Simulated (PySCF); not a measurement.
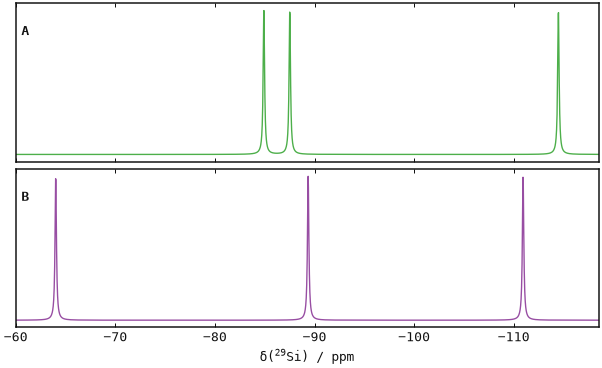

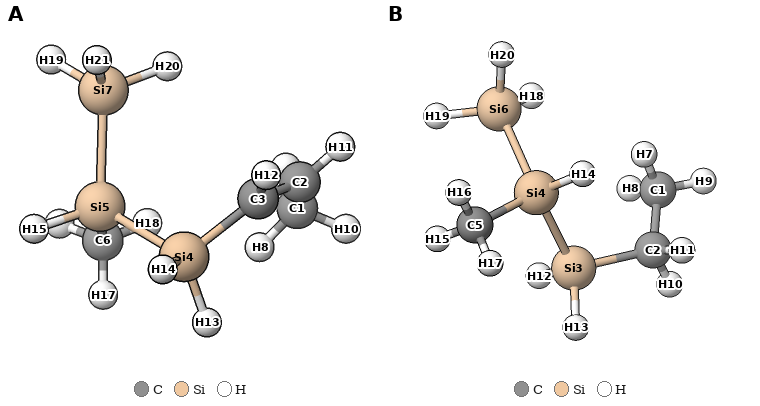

Related molecules: A is C₄H₁₄Si₃, SMILES C/C=C\[SiH2][Si@H](C)[SiH3]; B is C₃H₁₄Si₃, SMILES CC[SiH2][Si@H](C)[SiH3]. GIAO ²⁹Si shifts against TMS, PBE0/pcSseg-1 with PySCF, at a GFN2-xTB geometry (no frequency check); fully decoupled, line heights follow the number of nuclei within a panel, widths are arbitrary (no quadrupolar broadening); values of one conformer, averaged over methyl-type rotors and exact or near symmetry; other conformers aren't averaged in.

Question: Assign the ²⁹Si signals of each molecule.

Answer: A: −84.9 (Si4); −87.5 (Si5); −114.5 (Si7)
B: −64.0 (Si3); −89.4 (Si4); −110.9 (Si6)

The order of signals that lie close, as those under 3 ppm apart, is within the error of the method.

Limits of at least one run: the tight-binding geometry is rougher than a DFT one and adds to the error.
